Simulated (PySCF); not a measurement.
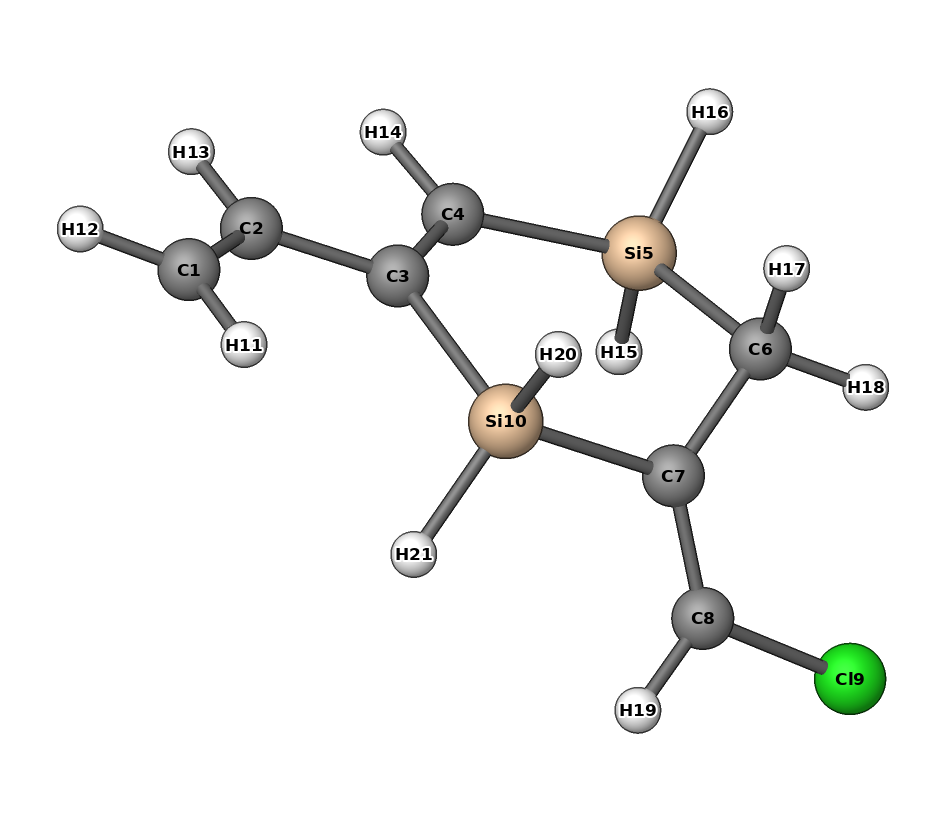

The questions are on isotropic NMR shieldings of the H atoms. The geometry was computed by an optimisation with GFN2-xTB. No frequency run is at hand to confirm it as a minimum. Properties computed with GIAO PBE0/pcSseg-1 NMR shielding, non-relativistic, gas phase (PySCF 2.14.0).

Which H atom is the most shielded (lowest chemical shift)?

H17 (29.92 ppm).

Which H atom is the least shielded (highest chemical shift)?

H14 (24.74 ppm).

How wide is the range of H shifts?

5.18 ppm.

List the isotropic NMR shieldings of the H atoms.

```json
{"atom": "H11", "σ (ppm)": "26.24"}
{"atom": "H12", "σ (ppm)": "26.16"}
{"atom": "H13", "σ (ppm)": "24.96"}
{"atom": "H14", "σ (ppm)": "24.74"}
{"atom": "H15", "σ (ppm)": "27.22"}
{"atom": "H16", "σ (ppm)": "27.12"}
{"atom": "H17", "σ (ppm)": "29.92"}
{"atom": "H18", "σ (ppm)": "28.75"}
{"atom": "H19", "σ (ppm)": "25.40"}
{"atom": "H20", "σ (ppm)": "26.78"}
{"atom": "H21", "σ (ppm)": "27.13"}
```

The geometry is semi-empirical. Around Si such bond lengths and angles can be off by a tenth of an ångström or more and by several degrees, and values that hang on the shape move with them.
